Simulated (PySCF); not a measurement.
**C2H8AlClO: one change and its effect**

System: C2H8AlClO, SMILES C[O+](C)[AlH2-][Cl].
Method of run A: GIAO PBE0/pcSseg-1 NMR shielding, non-relativistic, gas phase (PySCF 2.14.0).

The geometry comes from this level: PBE0-D3(BJ)/def2-SVP. Text and figures count atoms from 1; the logs count them from 0 in places.

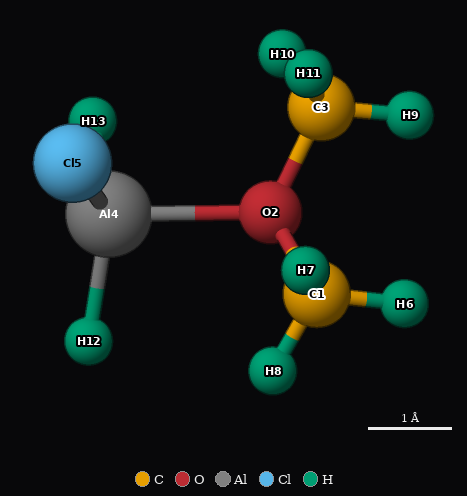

Fig. 1: The structure (ball-and-stick view, seen at a tilt; atoms are numbered from 1 in the order of the input). Sticks mark near contacts. Bond lengths as drawn: Al–Cl 2.16 Å, Al–H 1.59 Å, Al–O 1.98 Å, C–H 1.10 Å and C–O 1.43 Å.

The input, run A:
```
{"job": {"kind": "nmr", "xc": "PBE0", "basis": "pcSseg-1", "pop": false}, "charge": 0, "multiplicity": 1}
C     -1.027894    -0.867462    -0.902622
O     -0.394849     0.004728     0.030924
C     -0.824813     1.360850    -0.056930
Al     1.532576    -0.297642     0.348073
Cl     2.190976     0.332007    -1.606443
H     -2.115242    -0.844899    -0.738622
H     -0.781828    -0.562871    -1.931569
H     -0.640148    -1.875709    -0.712150
H     -1.914315     1.405042     0.087480
H     -0.317529     1.911076     0.744417
H     -0.544109     1.783639    -1.034347
H      1.547543    -1.871917     0.575178
H      1.807768     0.754908     1.508161
```

The first line tells a small driver script what to run in PySCF; the rest is the geometry in Å.

Launched with:
```bash
OMP_NUM_THREADS=1 python <driver script> task.json out
```

Hardware: 1 CPU thread, shared host.

Output (run A):
```
coarse grid: 11472 points
cycle   1  E = -858.3721907903  dE =  1.637e-01  |g| = 4.218e-01  |ddm| = 2.899e+00
cycle   2  E = -858.3653047330  dE =  6.886e-03  |g| = 5.028e-01  |ddm| = 7.799e-01
cycle   3  E = -858.4102818568  dE = -4.498e-02  |g| = 7.897e-02  |ddm| = 3.863e-01
cycle   4  E = -858.4112981649  dE = -1.016e-03  |g| = 2.830e-02  |ddm| = 7.697e-02
cycle   5  E = -858.4114514812  dE = -1.533e-04  |g| = 3.254e-03  |ddm| = 2.922e-02
cycle   6  E = -858.4114537587  dE = -2.277e-06  |g| = 8.549e-04  |ddm| = 4.586e-03
final grid: 100240 points
cycle   7  E = -858.4493926247  dE = -2.209e-05  |g| = 1.077e-02  |ddm| = 1.633e-02
cycle   8  E = -858.4493744906  dE =  1.813e-05  |g| = 1.491e-02  |ddm| = 1.237e-02
cycle   9  E = -858.4494124986  dE = -3.801e-05  |g| = 1.375e-03  |ddm| = 7.555e-03
cycle  10  E = -858.4494128863  dE = -3.877e-07  |g| = 1.798e-04  |ddm| = 1.130e-03
cycle  11  E = -858.4494128933  dE = -6.976e-09  |g| = 2.721e-05  |ddm| = 1.383e-04
cycle  12  E = -858.4494128935  dE = -1.364e-10  |g| = 7.917e-06  |ddm| = 3.474e-05
converged SCF energy = -858.4494128935

GIAO shielding tensors (ppm)
atom      isotropic    diamagn.    paramagn.     s11        s22        s33       span
  0 C      122.108     246.687    -124.579     90.508     95.191    180.624     90.117
  1 O      321.484     400.139     -78.655    301.192    314.135    349.125     47.933
  2 C      122.245     246.744    -124.499     90.227     95.386    181.122     90.895
  3 Al     411.594     794.891    -383.298    375.619    388.882    470.281     94.662
  4 Cl     995.123    1150.158    -155.034    892.619   1019.341   1073.409    180.790
  5 H       28.043      29.265      -1.222     24.288     25.505     34.336     10.048
  6 H       27.545      29.629      -2.085     23.031     27.096     32.507      9.475
  7 H       27.177      29.665      -2.488     23.056     25.382     33.092     10.036
  8 H       28.062      29.302      -1.240     24.340     25.500     34.346     10.006
  9 H       27.189      29.719      -2.530     23.046     25.368     33.153     10.107
 10 H       27.526      29.654      -2.128     23.015     27.020     32.544      9.529
 11 H       27.076      29.752      -2.675     23.833     25.116     32.280      8.447
 12 H       27.084      29.778      -2.694     23.839     25.154     32.258      8.419
```

Run B used a changed input.

The two runs side by side:

```csv
quantity,run A,run B
outcome,converged,converged
total energy (hartree),−858.449413,−858.739040
HOMO (eV),−7.66,−6.34
LUMO (eV),0.36,−0.26
dipole moment (D),5.47,5.37
shielding of C1 (ppm),122.1,124.0
shielding of O2 (ppm),321.5,311.3
shielding of C3 (ppm),122.2,124.1
shielding of Al4 (ppm),411.6,421.5
shielding of Cl5 (ppm),995.1,991.5
shielding of H7 (ppm),27.5,27.5
shielding of H11 (ppm),27.5,27.5
SCF iterations,12,14
basis functions,139,139
wall time (shared host),12 s,16 s
```

Which change of the input explains these differences?

The change (lines with − go, lines with + come):
```diff
-"xc": "PBE0"
+"xc": "OPBE"
```

The total energies belong to different methods, so their difference says nothing on which is more stable or more accurate. The HOMO goes from −7.66 to −6.34 eV. The LUMO goes from 0.36 to −0.26 eV. The dipole moment goes from 5.47 to 5.37 D. Of all shieldings, the largest change is that of O2, by −10.2 ppm. The functional changes from PBE0 to OPBE. Exact exchange removes part of the self-interaction error of semilocal functionals, which pushes filled and empty levels apart. The SCF takes 14 iterations against 12.

Output (run B):
```
coarse grid: 11472 points
cycle   1  E = -858.6492124840  dE =  1.064e-01  |g| = 4.709e-01  |ddm| = 2.982e+00
cycle   2  E = -858.6085438590  dE =  4.067e-02  |g| = 6.836e-01  |ddm| = 1.142e+00
cycle   3  E = -858.6998428833  dE = -9.130e-02  |g| = 1.307e-01  |ddm| = 6.510e-01
cycle   4  E = -858.7030788877  dE = -3.236e-03  |g| = 3.766e-02  |ddm| = 1.207e-01
cycle   5  E = -858.7033570630  dE = -2.782e-04  |g| = 7.204e-03  |ddm| = 4.473e-02
cycle   6  E = -858.7033720783  dE = -1.502e-05  |g| = 1.472e-03  |ddm| = 1.042e-02
cycle   7  E = -858.7033726435  dE = -5.652e-07  |g| = 3.214e-04  |ddm| = 1.770e-03
final grid: 100240 points
cycle   8  E = -858.7388774277  dE = -7.845e-05  |g| = 3.237e-02  |ddm| = 4.983e-02
cycle   9  E = -858.7385202670  dE =  3.572e-04  |g| = 5.445e-02  |ddm| = 5.058e-02
cycle  10  E = -858.7390305048  dE = -5.102e-04  |g| = 7.112e-03  |ddm| = 3.431e-02
cycle  11  E = -858.7390393216  dE = -8.817e-06  |g| = 1.189e-03  |ddm| = 6.660e-03
cycle  12  E = -858.7390396967  dE = -3.750e-07  |g| = 1.699e-04  |ddm| = 1.291e-03
cycle  13  E = -858.7390397032  dE = -6.514e-09  |g| = 3.975e-05  |ddm| = 2.091e-04
cycle  14  E = -858.7390397036  dE = -3.890e-10  |g| = 9.505e-06  |ddm| = 4.876e-05
converged SCF energy = -858.7390397036

GIAO shielding tensors (ppm)
atom      isotropic    diamagn.    paramagn.     s11        s22        s33       span
  0 C      123.981     247.462    -123.480     93.273     97.165    181.507     88.234
  1 O      311.315     399.014     -87.699    289.464    305.987    338.495     49.031
  2 C      124.109     247.511    -123.402     93.057     97.290    181.980     88.923
  3 Al     421.511     795.858    -374.347    388.651    400.343    475.537     86.886
  4 Cl     991.482    1150.684    -159.202    886.444   1018.854   1069.148    182.703
  5 H       28.049      29.324      -1.275     24.415     25.503     34.229      9.814
  6 H       27.480      29.681      -2.200     22.975     27.036     32.430      9.455
  7 H       27.149      29.820      -2.670     23.104     25.370     32.974      9.870
  8 H       28.068      29.361      -1.293     24.467     25.495     34.240      9.773
  9 H       27.164      29.877      -2.713     23.103     25.356     33.032      9.929
 10 H       27.462      29.708      -2.246     22.967     26.954     32.467      9.500
 11 H       27.031      29.839      -2.807     23.800     25.133     32.160      8.360
 12 H       27.039      29.868      -2.828     23.807     25.171     32.140      8.332
```
